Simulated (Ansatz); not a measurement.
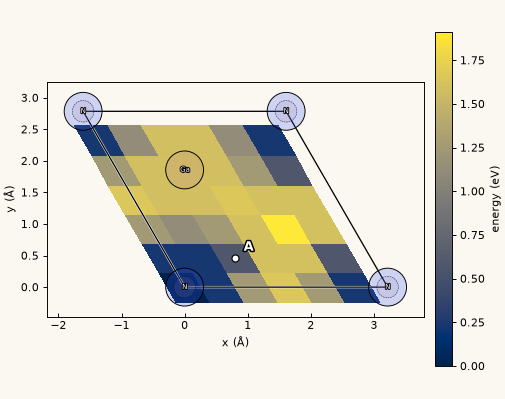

C on a GaN(111) slab cut from the F-43m phase, its upper half relaxed before the scan (4 atoms of substrate and one adsorbate in a 1 × 1 cell). C is moved over the surface cell; relaxed at each place: the height of the adsorbate's atoms; substrate rigid; the origin of the map has the adsorbate above N3. Places are given modulo a cell vector. The map is drawn in real space over the plane of the surface. The grid has 6 × 6 points; 10 points were computed and 26 follow by symmetry. Energies are in eV, from the lowest grid point. Energies and slopes of some neighbouring points disagree (a jump in structure or state, or too coarse a mesh). The magnetic moment jumps between some neighbouring points. With one adsorbate in each 1 × 1 cell, its nearest image is 3.2 Å away, so neighbouring adsorbates interact. Level of theory: DFT PBE, scalar-relativistic, plane waves, PAW in Ansatz. Settings: cutoff 420 eV, k-mesh 9×9×1, gaussian smearing 0.05 eV, spin-polarised.

The picture shows one coloured cell a grid point, labelled circles for the atoms of the top layer and small ones for the second layer, the outline of one cell of the plane, the point A.

**Which way does the force act at A, and how strong is it?**

A, at (2/6, 1/6) of the cell vectors, is not a stationary point. The computed force is 1.7 eV/Å in the plane, pointing down and left in the picture (components −1.5 and −0.9 eV/Å).

PAW datasets: the set soft_1.
